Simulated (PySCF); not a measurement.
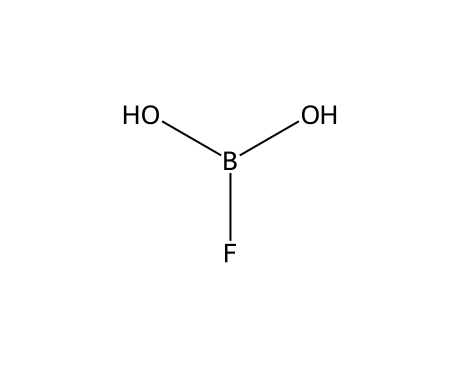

The computed structure is the end point of a GFN2-xTB optimisation. No frequency run is at hand to confirm it as a minimum. Properties computed with CAM-B3LYP/def2-SVPD, gas phase (PySCF 2.14.0). Excitations: vertical, linear response.

Computed properties:

The species is BFH2O2 (`OB(O)F`).
- dipole moment: 2.00 D
- HOMO energy (Kohn–Sham orbital): −11.47 eV
- LUMO energy (Kohn–Sham orbital): 0.36 eV
- HOMO–LUMO gap: 11.82 eV
- mean static polarisability: 23.4 bohr³
- lowest vertical singlet excitation: 8.40 eV
- its oscillator strength: 0.000
- brightest of the 8 lowest singlets: 10.84 eV
- its oscillator strength: 0.11

The geometry is semi-empirical. Around B such bond lengths and angles can be off by a tenth of an ångström or more and by several degrees, and values that hang on the shape move with them.
